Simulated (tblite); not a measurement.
**CH₅O₂Si: geometry relaxation (part 2 of 2)**

Continued. System: CH₅O₂Si, multiplicity 2, SMILES C[Si](O)O. Method: GFN2-xTB geometry optimisation, gas phase (tblite 0.8.0). It belongs to a series of runs on one base structure; here: H removed from Si.

Geometry of the input (Å):
```
C  1.2205  -0.2299  0.0453
Si -0.5140  -0.0221  -0.6856
O  -1.5207  -0.9026  0.4127
O  -1.0108  1.6295  -0.6097
H  1.5978  -1.2171  -0.2507
H  1.0699  -0.1672  1.1497
H  1.8670  0.5829  -0.3249
H  -2.0256  -1.6101  -0.0462
H  -0.6705  1.9425  0.2843
```

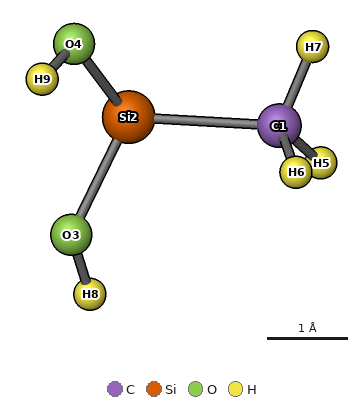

*The geometry at step 35 of the log (ball-and-stick view, seen at a tilt; atoms are numbered from 1 in the order of the input).*

Trajectory as extended XYZ, continued:
```
9
Properties=species:S:1:pos:R:3:forces:R:3 step=22 energy=-396.43639
C     1.2499   -0.2913    0.0483   -0.0390   0.0220   0.0300
Si   -0.5131    0.0231   -0.6122    0.0170   0.1030  -0.1050
O    -1.6875   -0.7501    0.2492    0.0410   0.0310   0.0090
O    -0.8685    1.6027   -0.5513    0.0750   0.0440  -0.1000
H     1.6330   -1.2673   -0.2380    0.0210   0.1240   0.0110
H     1.2918   -0.2201    1.1354   -0.1020  -0.0480  -0.0060
H     1.9052    0.4813   -0.3454    0.0500  -0.1530  -0.0430
H    -1.9312   -1.6411    0.0275    0.0150  -0.0810   0.0900
H    -1.0661    2.0687    0.2613   -0.0790  -0.0420   0.1140
9
Properties=species:S:1:pos:R:3:forces:R:3 step=23 energy=-396.44187
C     1.2503   -0.2985    0.0507   -0.0470   0.0310   0.0110
Si   -0.4990    0.0339   -0.6127   -0.1900   0.0540  -0.1310
O    -1.6952   -0.7251    0.2365    0.0720  -0.0700  -0.0530
O    -0.8496    1.6126   -0.5508    0.0150   0.1950   0.1120
H     1.6152   -1.2761   -0.2398    0.1070   0.0280  -0.0170
H     1.3048   -0.2264    1.1330   -0.1270  -0.0470   0.1320
H     1.9027    0.4688   -0.3470    0.1750  -0.0900  -0.0980
H    -1.8984   -1.6350    0.0422    0.0180   0.0190   0.1250
H    -1.1172    2.0518    0.2626   -0.0230  -0.1210  -0.0820
9
Properties=species:S:1:pos:R:3:forces:R:3 step=24 energy=-396.44616
C     1.2476   -0.2991    0.0516   -0.0440   0.0360  -0.0180
Si   -0.4952    0.0395   -0.6186   -0.2450   0.0240  -0.1190
O    -1.6913   -0.7193    0.2326    0.0770  -0.0300  -0.0590
O    -0.8434    1.6185   -0.5506    0.0140   0.1720   0.0890
H     1.6086   -1.2755   -0.2399    0.1300  -0.0520  -0.0300
H     1.3017   -0.2288    1.1324   -0.1280  -0.0330   0.1750
H     1.9028    0.4625   -0.3478    0.2150  -0.0370  -0.0990
H    -1.8879   -1.6327    0.0509    0.0170   0.0000   0.1120
H    -1.1293    2.0410    0.2642   -0.0350  -0.0810  -0.0510
9
Properties=species:S:1:pos:R:3:forces:R:3 step=25 energy=-396.45888
C     1.2405   -0.3039    0.0542   -0.0330   0.0320  -0.1200
Si   -0.4838    0.0629   -0.6444   -0.2650  -0.0400  -0.0330
O    -1.6806   -0.6935    0.2093    0.0020  -0.1340  -0.0810
O    -0.8156    1.6452   -0.5456   -0.1370   0.1850   0.3240
H     1.5873   -1.2812   -0.2411    0.1490  -0.1860  -0.0320
H     1.2922   -0.2393    1.1346   -0.1370   0.0140   0.1660
H     1.9087    0.4382   -0.3540    0.2840   0.0560  -0.0440
H    -1.8457   -1.6269    0.0917    0.0690   0.1740   0.0870
H    -1.1895    2.0045    0.2701    0.0690  -0.1000  -0.2670
9
Properties=species:S:1:pos:R:3:forces:R:3 step=26 energy=-396.46185
C     1.2310   -0.2976    0.0520    0.0290   0.0170  -0.1650
Si   -0.4900    0.0723   -0.6700   -0.0980  -0.0790   0.0850
O    -1.6563   -0.7034    0.2051   -0.0580   0.2160  -0.0170
O    -0.8158    1.6573   -0.5417    0.0920  -0.1650  -0.2490
H     1.5888   -1.2728   -0.2393    0.0660  -0.2290  -0.0110
H     1.2600   -0.2404    1.1380   -0.1060   0.0620  -0.0110
H     1.9179    0.4304   -0.3564    0.1910   0.0950   0.0740
H    -1.8478   -1.6280    0.1125    0.0760  -0.0870  -0.0080
H    -1.1744    1.9882    0.2746   -0.1920   0.1710   0.3020
9
Properties=species:S:1:pos:R:3:forces:R:3 step=27 energy=-396.46837
C     1.2347   -0.3042    0.0516    0.0310  -0.0160  -0.1390
Si   -0.4851    0.0798   -0.6713   -0.0370  -0.0470   0.0710
O    -1.6656   -0.6854    0.1909   -0.1240  -0.1020  -0.0180
O    -0.8021    1.6664   -0.5369   -0.1520   0.0080   0.2480
H     1.5818   -1.2865   -0.2412    0.0550  -0.1030   0.0170
H     1.2694   -0.2447    1.1399   -0.1180   0.0480  -0.0900
H     1.9227    0.4236   -0.3591    0.1790   0.0240   0.0840
H    -1.8254   -1.6249    0.1269    0.1170   0.2030   0.0180
H    -1.2169    1.9818    0.2741    0.0490  -0.0160  -0.1920
9
Properties=species:S:1:pos:R:3:forces:R:3 step=28 energy=-396.47161
C     1.2391   -0.3057    0.0492    0.0310  -0.0260  -0.0710
Si   -0.4874    0.0752   -0.6625   -0.0070  -0.0230   0.0240
O    -1.6748   -0.6862    0.1924   -0.0860  -0.0660  -0.0050
O    -0.8065    1.6610   -0.5352   -0.1150   0.0340   0.2030
H     1.5871   -1.2912   -0.2413    0.0390  -0.0030   0.0270
H     1.2754   -0.2428    1.1389   -0.1160   0.0240  -0.1240
H     1.9254    0.4282   -0.3576    0.1380  -0.0390   0.0640
H    -1.8287   -1.6246    0.1197    0.0870   0.1280   0.0330
H    -1.2160    1.9919    0.2712    0.0300  -0.0280  -0.1520
9
Properties=species:S:1:pos:R:3:forces:R:3 step=29 energy=-396.47638
C     1.2426   -0.3095    0.0441    0.0520  -0.0180  -0.0050
Si   -0.4884    0.0779   -0.6623    0.0730   0.0150  -0.0030
O    -1.6827   -0.6793    0.1840   -0.0810  -0.0940   0.0210
O    -0.8045    1.6641   -0.5270   -0.1100   0.0260   0.1900
H     1.5896   -1.2999   -0.2410    0.0020   0.0900   0.0340
H     1.2735   -0.2434    1.1364   -0.1050   0.0070  -0.1900
H     1.9369    0.4243   -0.3567    0.0540  -0.1100   0.0690
H    -1.8183   -1.6218    0.1287    0.0740   0.1270   0.0310
H    -1.2352    1.9936    0.2687    0.0400  -0.0430  -0.1480
9
Properties=species:S:1:pos:R:3:forces:R:3 step=30 energy=-396.48371
C     1.2459   -0.3152    0.0338    0.0740  -0.0090   0.0580
Si   -0.4876    0.0871   -0.6686    0.1560   0.0470  -0.0270
O    -1.6910   -0.6660    0.1674   -0.0510  -0.1080   0.0470
O    -0.7996    1.6730   -0.5106   -0.0850  -0.0050   0.1320
H     1.5909   -1.3119   -0.2392   -0.0520   0.1490   0.0220
H     1.2594   -0.2454    1.1275   -0.0700  -0.0020  -0.2060
H     1.9603    0.4104   -0.3536   -0.0610  -0.1530   0.0640
H    -1.7929   -1.6141    0.1526    0.0550   0.1180   0.0170
H    -1.2717    1.9880    0.2656    0.0340  -0.0370  -0.1070
9
Properties=species:S:1:pos:R:3:forces:R:3 step=31 energy=-396.48896
C     1.2464   -0.3188    0.0252    0.0610  -0.0080   0.0630
Si   -0.4837    0.0975   -0.6788    0.1470   0.0440  -0.0270
O    -1.6921   -0.6540    0.1540   -0.0090  -0.1030   0.0450
O    -0.7947    1.6816   -0.4966   -0.0710  -0.0160   0.0940
H     1.5866   -1.3188   -0.2374   -0.0690   0.1090  -0.0060
H     1.2405   -0.2472    1.1166   -0.0330   0.0040  -0.1240
H     1.9789    0.3946   -0.3492   -0.0990  -0.1180   0.0390
H    -1.7661   -1.6044    0.1767    0.0410   0.1100   0.0000
H    -1.3022    1.9756    0.2644    0.0300  -0.0220  -0.0830
9
Properties=species:S:1:pos:R:3:forces:R:3 step=32 energy=-396.49202
C     1.2448   -0.3200    0.0199    0.0170  -0.0150   0.0320
Si   -0.4784    0.1054   -0.6890    0.0740   0.0190  -0.0140
O    -1.6865   -0.6468    0.1478    0.0340   0.0320   0.0170
O    -0.7924    1.6866   -0.4881   -0.0120  -0.0290  -0.0040
H     1.5786   -1.3207   -0.2365   -0.0480   0.0170  -0.0330
H     1.2220   -0.2477    1.1070   -0.0050   0.0120   0.0030
H     1.9883    0.3829   -0.3444   -0.0580  -0.0400   0.0020
H    -1.7452   -1.5949    0.1935    0.0260  -0.0190  -0.0070
H    -1.3178    1.9612    0.2646   -0.0280   0.0230   0.0030
9
Properties=species:S:1:pos:R:3:forces:R:3 step=33 energy=-396.49167
C     1.2435   -0.3232    0.0168   -0.0190  -0.0250   0.0130
Si   -0.4706    0.1154   -0.6999    0.0180   0.0180   0.0110
O    -1.6816   -0.6338    0.1377    0.0380  -0.2030   0.0190
O    -0.7847    1.6946   -0.4800   -0.1830   0.0430   0.2060
H     1.5661   -1.3269   -0.2371   -0.0200  -0.0180  -0.0390
H     1.2107   -0.2496    1.1018    0.0080   0.0130   0.0590
H     1.9942    0.3715   -0.3420   -0.0080  -0.0050  -0.0190
H    -1.7189   -1.5859    0.2129    0.0240   0.2050  -0.0330
H    -1.3450    1.9439    0.2646    0.1420  -0.0290  -0.2170
9
Properties=species:S:1:pos:R:3:forces:R:3 step=34 energy=-396.49310
C     1.2430   -0.3213    0.0189   -0.0220  -0.0210   0.0110
Si   -0.4722    0.1112   -0.6964   -0.0010   0.0050   0.0050
O    -1.6795   -0.6399    0.1446    0.0380   0.0110  -0.0010
O    -0.7895    1.6899   -0.4844   -0.0310   0.0000   0.0140
H     1.5677   -1.3232   -0.2377   -0.0090  -0.0260  -0.0320
H     1.2134   -0.2478    1.1041    0.0040   0.0070   0.0570
H     1.9885    0.3770   -0.3422    0.0110   0.0000  -0.0210
H    -1.7290   -1.5881    0.2031    0.0210  -0.0060  -0.0110
H    -1.3290    1.9484    0.2648   -0.0110   0.0300  -0.0210
9
Properties=species:S:1:pos:R:3:forces:R:3 step=35 energy=-396.49329
C     1.2429   -0.3219    0.0193   -0.0110  -0.0120   0.0120
Si   -0.4718    0.1117   -0.6964   -0.0010   0.0070   0.0050
O    -1.6792   -0.6390    0.1447    0.0360  -0.0020  -0.0010
O    -0.7897    1.6903   -0.4842   -0.0300   0.0020   0.0150
H     1.5667   -1.3241   -0.2385   -0.0090  -0.0160  -0.0240
H     1.2137   -0.2478    1.1049    0.0060   0.0020   0.0370
H     1.9887    0.3767   -0.3425    0.0020  -0.0140  -0.0130
H    -1.7270   -1.5875    0.2031    0.0180   0.0010  -0.0090
H    -1.3307    1.9477    0.2643   -0.0110   0.0310  -0.0220
9
Properties=species:S:1:pos:R:3:forces:R:3 step=36 energy=-396.49377
C     1.2425   -0.3243    0.0204    0.0090   0.0080   0.0130
Si   -0.4696    0.1147   -0.6973   -0.0030   0.0150   0.0080
O    -1.6767   -0.6348    0.1441    0.0260  -0.0440   0.0010
O    -0.7907    1.6920   -0.4819   -0.0220   0.0190   0.0080
H     1.5614   -1.3280   -0.2416   -0.0080   0.0160   0.0080
H     1.2136   -0.2481    1.1076    0.0140  -0.0190  -0.0200
H     1.9897    0.3732   -0.3434   -0.0100  -0.0410   0.0060
H    -1.7168   -1.5838    0.2048    0.0060   0.0140  -0.0040
H    -1.3398    1.9451    0.2621   -0.0110   0.0320  -0.0190
9
Properties=species:S:1:pos:R:3:forces:R:3 step=37 energy=-396.49399
C     1.2425   -0.3255    0.0210    0.0120   0.0140   0.0090
Si   -0.4688    0.1163   -0.6972   -0.0030   0.0180   0.0100
O    -1.6758   -0.6336    0.1435    0.0220  -0.0470   0.0030
O    -0.7916    1.6930   -0.4805   -0.0180   0.0240   0.0060
H     1.5598   -1.3295   -0.2429   -0.0120   0.0200   0.0190
H     1.2141   -0.2486    1.1085    0.0160  -0.0250  -0.0350
H     1.9906    0.3707   -0.3439   -0.0110  -0.0400   0.0110
H    -1.7128   -1.5826    0.2056    0.0020   0.0090  -0.0020
H    -1.3446    1.9458    0.2607   -0.0090   0.0270  -0.0200
9
Properties=species:S:1:pos:R:3:forces:R:3 step=38 energy=-396.49450
C     1.2429   -0.3285    0.0225    0.0110   0.0210  -0.0080
Si   -0.4666    0.1208   -0.6958   -0.0050   0.0260   0.0130
O    -1.6737   -0.6319    0.1410    0.0100  -0.0460   0.0090
O    -0.7948    1.6960   -0.4765   -0.0060   0.0340  -0.0010
H     1.5570   -1.3325   -0.2455   -0.0270   0.0130   0.0390
H     1.2165   -0.2508    1.1102    0.0210  -0.0350  -0.0490
H     1.9936    0.3626   -0.3453   -0.0010  -0.0140   0.0190
H    -1.7037   -1.5805    0.2076   -0.0030  -0.0080  -0.0010
H    -1.3577    1.9507    0.2567   -0.0010   0.0100  -0.0210
9
Properties=species:S:1:pos:R:3:forces:R:3 step=39 energy=-396.49479
C     1.2433   -0.3298    0.0232    0.0040   0.0180  -0.0190
Si   -0.4657    0.1236   -0.6942   -0.0070   0.0240   0.0100
O    -1.6727   -0.6321    0.1397    0.0060  -0.0280   0.0120
O    -0.7970    1.6982   -0.4746    0.0000   0.0340  -0.0010
H     1.5559   -1.3337   -0.2462   -0.0360  -0.0020   0.0400
H     1.2187   -0.2527    1.1105    0.0210  -0.0320  -0.0370
H     1.9956    0.3578   -0.3461    0.0110   0.0110   0.0170
H    -1.6998   -1.5803    0.2083   -0.0020  -0.0250  -0.0010
H    -1.3647    1.9551    0.2541    0.0040   0.0000  -0.0220
9
Properties=species:S:1:pos:R:3:forces:R:3 step=40 energy=-396.49510
C     1.2436   -0.3308    0.0236   -0.0050   0.0100  -0.0260
Si   -0.4650    0.1268   -0.6921   -0.0100   0.0190   0.0050
O    -1.6714   -0.6331    0.1387    0.0030  -0.0100   0.0150
O    -0.7992    1.7010   -0.4731    0.0070   0.0260  -0.0020
H     1.5542   -1.3348   -0.2460   -0.0430  -0.0200   0.0300
H     1.2216   -0.2554    1.1103    0.0160  -0.0220  -0.0120
H     1.9977    0.3532   -0.3466    0.0260   0.0370   0.0110
H    -1.6963   -1.5810    0.2088    0.0010  -0.0330  -0.0030
H    -1.3715    1.9600    0.2512    0.0050  -0.0070  -0.0180
9
Properties=species:S:1:pos:R:3:forces:R:3 step=41 energy=-396.49543
C     1.2438   -0.3313    0.0235   -0.0090   0.0020  -0.0260
Si   -0.4646    0.1306   -0.6901   -0.0110   0.0080  -0.0020
O    -1.6697   -0.6340    0.1386    0.0020   0.0080   0.0150
O    -0.8011    1.7046   -0.4721    0.0080   0.0140   0.0020
H     1.5506   -1.3365   -0.2454   -0.0430  -0.0290   0.0130
H     1.2248   -0.2586    1.1098    0.0080  -0.0070   0.0120
H     2.0001    0.3493   -0.3468    0.0340   0.0470   0.0050
H    -1.6918   -1.5819    0.2090    0.0040  -0.0370  -0.0050
H    -1.3785    1.9637    0.2482    0.0070  -0.0080  -0.0150
9
Properties=species:S:1:pos:R:3:forces:R:3 step=42 energy=-396.49577
C     1.2437   -0.3318    0.0231   -0.0070  -0.0020  -0.0150
Si   -0.4641    0.1353   -0.6885   -0.0080  -0.0020  -0.0060
O    -1.6671   -0.6343    0.1392    0.0010   0.0120   0.0130
O    -0.8028    1.7091   -0.4711    0.0120  -0.0040   0.0010
H     1.5442   -1.3392   -0.2445   -0.0340  -0.0230  -0.0080
H     1.2281   -0.2624    1.1094   -0.0030   0.0100   0.0250
H     2.0029    0.3461   -0.3466    0.0320   0.0360   0.0000
H    -1.6850   -1.5825    0.2093    0.0050  -0.0260  -0.0060
H    -1.3864    1.9656    0.2446    0.0020  -0.0010  -0.0040
9
Properties=species:S:1:pos:R:3:forces:R:3 step=43 energy=-396.49594
C     1.2434   -0.3320    0.0226    0.0000   0.0000  -0.0030
Si   -0.4639    0.1380   -0.6884   -0.0030  -0.0080  -0.0040
O    -1.6650   -0.6338    0.1405    0.0020   0.0110   0.0080
O    -0.8033    1.7118   -0.4708    0.0110  -0.0110   0.0010
H     1.5386   -1.3414   -0.2443   -0.0210  -0.0070  -0.0170
H     1.2293   -0.2642    1.1094   -0.0100   0.0170   0.0170
H     2.0047    0.3450   -0.3461    0.0210   0.0110   0.0000
H    -1.6794   -1.5823    0.2093    0.0020  -0.0200  -0.0040
H    -1.3910    1.9648    0.2426   -0.0020   0.0070   0.0020
9
Properties=species:S:1:pos:R:3:forces:R:3 step=44 energy=-396.49600
C     1.2433   -0.3319    0.0224    0.0030   0.0040   0.0030
Si   -0.4638    0.1386   -0.6890    0.0000  -0.0060   0.0000
O    -1.6641   -0.6333    0.1412    0.0020   0.0010   0.0060
O    -0.8031    1.7122   -0.4705    0.0150  -0.0120  -0.0060
H     1.5361   -1.3422   -0.2446   -0.0130   0.0030  -0.0150
H     1.2290   -0.2642    1.1096   -0.0110   0.0150   0.0040
H     2.0054    0.3452   -0.3457    0.0120  -0.0050   0.0020
H    -1.6772   -1.5820    0.2094   -0.0010  -0.0130  -0.0030
H    -1.3919    1.9637    0.2421   -0.0070   0.0120   0.0090
9
Properties=species:S:1:pos:R:3:forces:R:3 step=45 energy=-396.49603
C     1.2432   -0.3317    0.0223    0.0050   0.0070   0.0050
Si   -0.4639    0.1385   -0.6894    0.0020  -0.0050   0.0030
O    -1.6637   -0.6332    0.1418    0.0030   0.0000   0.0040
O    -0.8028    1.7120   -0.4704    0.0130  -0.0080  -0.0060
H     1.5348   -1.3425   -0.2451   -0.0080   0.0080  -0.0100
H     1.2283   -0.2637    1.1097   -0.0100   0.0120  -0.0050
H     2.0059    0.3453   -0.3454    0.0050  -0.0130   0.0030
H    -1.6763   -1.5819    0.2093   -0.0020  -0.0140  -0.0020
H    -1.3920    1.9631    0.2421   -0.0070   0.0120   0.0080
9
Properties=species:S:1:pos:R:3:forces:R:3 step=46 energy=-396.49609
C     1.2432   -0.3313    0.0222    0.0040   0.0080   0.0050
Si   -0.4640    0.1382   -0.6897    0.0030  -0.0010   0.0060
O    -1.6630   -0.6336    0.1426    0.0030  -0.0050   0.0020
O    -0.8024    1.7116   -0.4701    0.0130  -0.0040  -0.0090
H     1.5332   -1.3424   -0.2459   -0.0030   0.0110  -0.0030
H     1.2273   -0.2628    1.1099   -0.0070   0.0070  -0.0130
H     2.0069    0.3453   -0.3450   -0.0020  -0.0180   0.0040
H    -1.6759   -1.5825    0.2090   -0.0030  -0.0100  -0.0020
H    -1.3917    1.9635    0.2419   -0.0090   0.0110   0.0100
9
Properties=species:S:1:pos:R:3:forces:R:3 step=47 energy=-396.49614
C     1.2433   -0.3306    0.0223    0.0020   0.0050   0.0030
Si   -0.4642    0.1379   -0.6894    0.0030   0.0010   0.0070
O    -1.6623   -0.6347    0.1436    0.0030  -0.0010   0.0000
O    -0.8020    1.7113   -0.4700    0.0060   0.0030  -0.0050
H     1.5314   -1.3419   -0.2467    0.0020   0.0080   0.0040
H     1.2266   -0.2619    1.1099   -0.0030   0.0020  -0.0150
H     2.0083    0.3446   -0.3446   -0.0070  -0.0150   0.0020
H    -1.6759   -1.5838    0.2083   -0.0020  -0.0090  -0.0020
H    -1.3915    1.9651    0.2415   -0.0040   0.0070   0.0060
9
Properties=species:S:1:pos:R:3:forces:R:3 step=48 energy=-396.49617
C     1.2434   -0.3301    0.0224   -0.0010   0.0000   0.0000
Si   -0.4644    0.1378   -0.6886    0.0010   0.0020   0.0030
O    -1.6618   -0.6361    0.1442    0.0020  -0.0010   0.0010
O    -0.8021    1.7113   -0.4699    0.0040   0.0030  -0.0040
H     1.5307   -1.3414   -0.2471    0.0040   0.0010   0.0060
H     1.2265   -0.2615    1.1098   -0.0020   0.0020  -0.0080
H     2.0091    0.3440   -0.3445   -0.0060  -0.0070   0.0000
H    -1.6767   -1.5853    0.2075    0.0010  -0.0040  -0.0030
H    -1.3912    1.9672    0.2410   -0.0030   0.0030   0.0050
```

Summary:

- outcome: converged
- total energy: −396.4962 eV
- hardware: 1 CPU thread, shared host
- peak memory: 0.18 GiB
